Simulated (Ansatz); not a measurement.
Consider Ga2HP2 (charge −1).

```xyz
5

Ga   -0.1210    0.7287    0.2385
Ga    3.6215   -0.7217   -1.1357
P     2.2550    1.0688   -0.1982
P     1.1748   -0.1179   -1.8879
H     1.1593    0.8610   -2.9632
```

Geometry: BLYP-D3(BJ)/def2-SVPD.

Theory: isolated molecule in a Gaussian basis; Kohn-Sham density functional theory, functional PBE0 in Ansatz 0.2.0.

Predict the electron density and electron localisation function between the atoms.

Answer. P–P (2.33 Å): ρ is about 0.59 e/Å³ halfway; the ELF peaks at about 0.80 between the atoms, as expected for localised, covalent bonding.
Ga–P (2.44 Å): the density is about 0.44 e/Å³ at the midpoint; the ELF peaks at about 0.75 in the valence shell of P, 1.0 Å from its nucleus, and is about 0.60 at the midpoint.
Ga–P (2.63 Å): ρ is about 0.34 e/Å³ halfway; the ELF peaks at about 0.80 in the valence shell of P, 1.0 Å from its nucleus, and is about 0.55 at the midpoint.

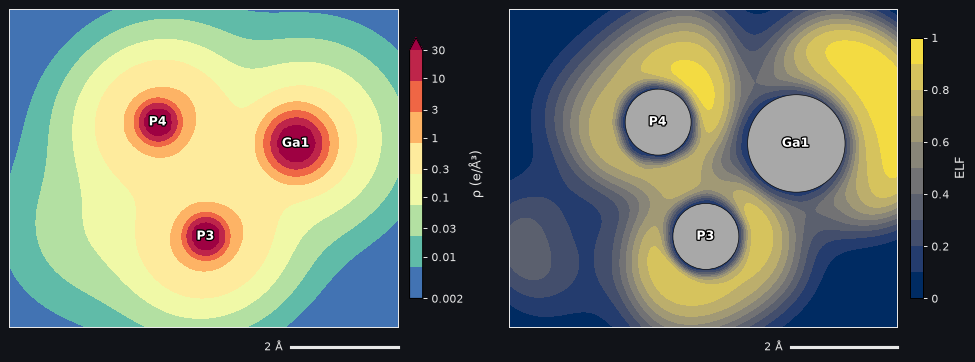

Computed electron density and electron localisation function on the plane of atoms Ga1, P3 and P4, in this order. Grey discs cover the atomic cores in the ELF map. 
